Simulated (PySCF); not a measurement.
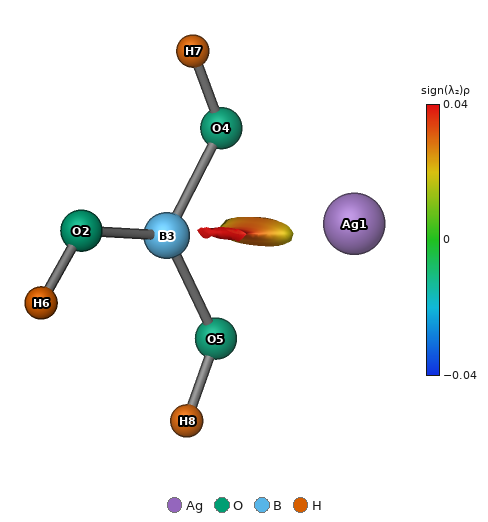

AgBH₃O₃, charge +1, SMILES `[Ag+].OB(O)O`. Non-covalent interaction surfaces between the fragments (reduced density gradient s = 0.5, coloured by sign(λ₂)ρ in a.u.; trimmed to the region between the fragments where ρ is under 0.06 a.u.). Fragment A: Ag(+1) (atom 1); fragment B: BH3O3.

PySCF calculation, PBE/def2-SVPD, gas phase; geometry: GFN2-xTB. Core potentials replace the inner electrons of Ag; spin–orbit coupling isn't included. GFN2-xTB bond lengths at metals and heavier atoms can be off by up to 0.1 Å and shapes distorted, which carries into these values.

> Interpret the surfaces between the fragments.

Bond critical points between the fragments: Ag1···O4, 2.35 Å, ρ = 0.044 a.u.; Ag1···O5, 2.38 Å, ρ = 0.042 a.u. The strongest appears blue (attractive, sign(λ₂)ρ well below zero). Several contacts close a ring, whose ring point adds a part with positive λ₂ between them. The pose is a local one from a semi-empirical search, not shown to be the most stable. With a charged fragment, long-range electrostatics, which these surfaces don't show, weighs heavily in the interaction energy.

> How strongly are they bound?

The counterpoise-corrected interaction energy of the frozen fragments is −44.7 kcal/mol without dispersion correction and −46.3 kcal/mol with D3(BJ). D3 uses neutral-atom coefficients and tends to overbind metal cations. The pair geometry is semi-empirical, not a minimum at this level.
